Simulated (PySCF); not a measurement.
COS, SMILES `O=C=S`.

PySCF calculation, r2SCAN/def2-SVP, gas phase; geometry: GFN2-xTB. No frequency check shows the geometry to be a minimum. GFN2-xTB bond lengths at metals and heavier atoms can be off by up to 0.1 Å and shapes distorted, which carries into these values.

Cartesian coordinates (Å):

```
O1      -1.6669   -0.0000    0.0000
C2      -0.5128    0.0000    0.0000
S3       1.0257    0.0000    0.0000
```

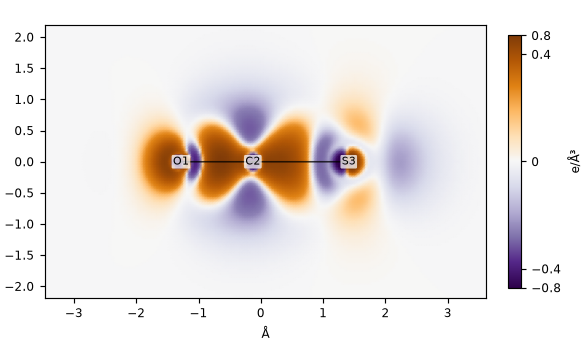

Deformation density (molecule less spherical, spin-averaged free atoms) in the molecular plane; colour scale in e/Å³, logarithmic beyond ±0.1; orange: gain, purple: loss.

> Describe the bonding that the map shows.

O1–C2: +0.67 e/Å³ at the bond critical point (bond length 1.15 Å, Mayer order 2.2). C2–S3: −0.01 e/Å³ at the bond critical point (bond length 1.54 Å, Mayer order 1.9); up to 0.6 Å beside the axis the gain reaches +0.56 e/Å³. In all, 0.6 electrons gather in the regions of gain relative to the promolecule. A small or negative value marks a very polar bond, one between electron-rich atoms, whose free-atom densities already overlap strongly, a long bond to a heavier atom, or a closed-shell contact such as a hydrogen bond.

> Where do the Hirshfeld charges lie?

The highest Hirshfeld charge is on C2 (+0.16 e), the lowest on O1 (−0.12 e).
